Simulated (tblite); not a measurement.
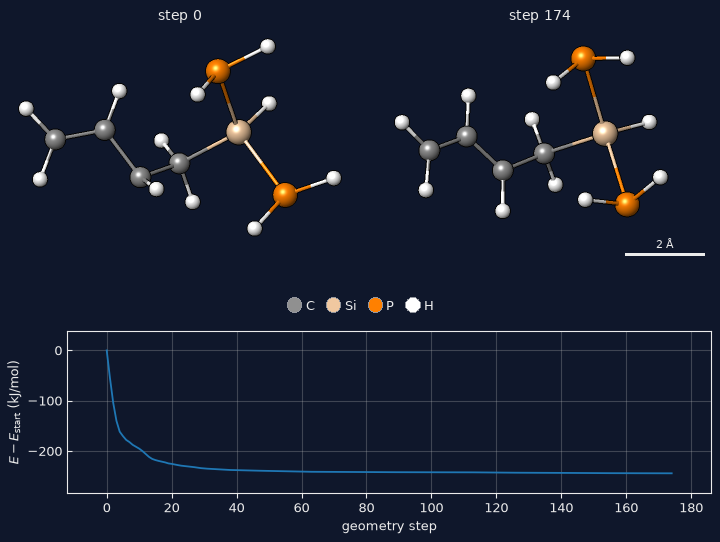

First and last geometry of a relaxation of C$_{4}$H$_{11}$P$_{2}$Si (multiplicity 2), with the history of the run. Style: ball-and-stick. Shown at a tilt.

Method: tblite, GFN2-xTB geometry optimisation, gas phase. 

Q: What do the curves and the structures tell?

A: It converged. An H atom moves most after the best rigid fit: 1.28 Å. Largest moves by element: H 1.28 Å, C 0.77 Å, P 0.61 Å, Si 0.17 Å. Near-neighbour distances that change, for instance: C–C 1.517 → 1.384 Å, H–P 1.467 → 1.386 Å, C–Si 1.859 → 1.938 Å, P–Si 2.193 → 2.260 Å. Bond angles that change, for instance: H–P–H 114.2° → 92.4°, Si–P–H 114.5° → 95.0°, Si–P–H 112.9° → 94.7°. Groups turn about C–Si by about 25°. Over 174 geometry steps the energy falls by 244.1 kJ/mol.

```json
{"step": "0", "E − E(0), kJ/mol": "0.00"}
{"step": "1", "E − E(0), kJ/mol": "-54.97"}
{"step": "2", "E − E(0), kJ/mol": "-104.15"}
{"step": "3", "E − E(0), kJ/mol": "-140.00"}
{"step": "4", "E − E(0), kJ/mol": "-161.44"}
{"step": "5", "E − E(0), kJ/mol": "-170.23"}
{"step": "6", "E − E(0), kJ/mol": "-177.78"}
{"step": "7", "E − E(0), kJ/mol": "-182.07"}
{"step": "8", "E − E(0), kJ/mol": "-187.57"}
{"step": "9", "E − E(0), kJ/mol": "-191.28"}
{"step": "10", "E − E(0), kJ/mol": "-195.12"}
{"step": "19", "E − E(0), kJ/mol": "-224.45"}
{"step": "27", "E − E(0), kJ/mol": "-231.94"}
{"step": "36", "E − E(0), kJ/mol": "-237.00"}
{"step": "45", "E − E(0), kJ/mol": "-238.72"}
{"step": "53", "E − E(0), kJ/mol": "-239.74"}
{"step": "62", "E − E(0), kJ/mol": "-241.02"}
{"step": "70", "E − E(0), kJ/mol": "-241.42"}
{"step": "79", "E − E(0), kJ/mol": "-241.71"}
{"step": "88", "E − E(0), kJ/mol": "-241.90"}
{"step": "96", "E − E(0), kJ/mol": "-242.00"}
{"step": "105", "E − E(0), kJ/mol": "-242.09"}
{"step": "114", "E − E(0), kJ/mol": "-242.28"}
{"step": "122", "E − E(0), kJ/mol": "-242.86"}
{"step": "131", "E − E(0), kJ/mol": "-242.99"}
{"step": "139", "E − E(0), kJ/mol": "-243.17"}
{"step": "148", "E − E(0), kJ/mol": "-243.59"}
{"step": "157", "E − E(0), kJ/mol": "-243.86"}
{"step": "165", "E − E(0), kJ/mol": "-244.00"}
{"step": "174", "E − E(0), kJ/mol": "-244.12"}
```
